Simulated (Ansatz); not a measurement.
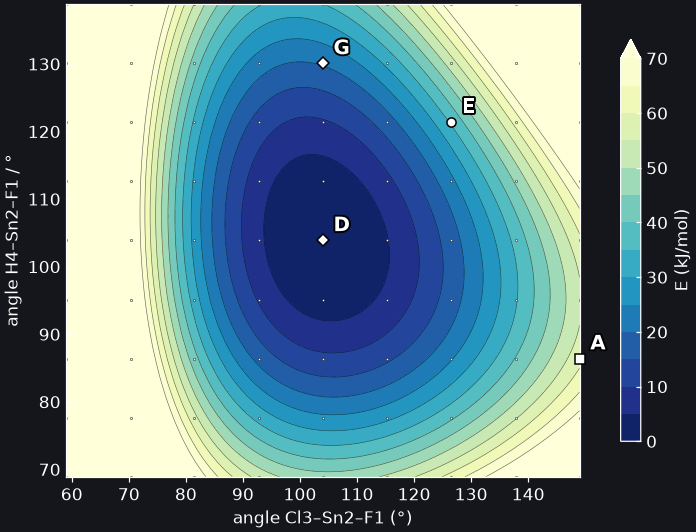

ClFHSn, SMILES [F][SnH][Cl], spin multiplicity 2. Coordinates scanned: (1) angle Cl3–Sn2–F1; (2) angle H4–Sn2–F1. Nothing is relaxed (all other coordinates rigid). The scan uses a 9 × 9 grid. Energies: kJ/mol, counted from the relaxed molecule at the same level. Theory: UKS PBE-D4/def2-TZVP in Ansatz 0.2.0.

The picture shows filled contours, dots at the grid points, one colour for all values above the top of the scale, lettered points. Between grid points the surface is interpolated.

Rank the lettered points by energy, lowest first.

Answer. D (0 kJ/mol), G (21 kJ/mol), E (36 kJ/mol), A (58 kJ/mol).

What kind of point is each of D, E, G: minimum, saddle, maximum or slope?

Answer. D: minimum; E: on a slope; G: on a slope. (In these two coordinates alone; a stationary point may lie a little off the grid point.)
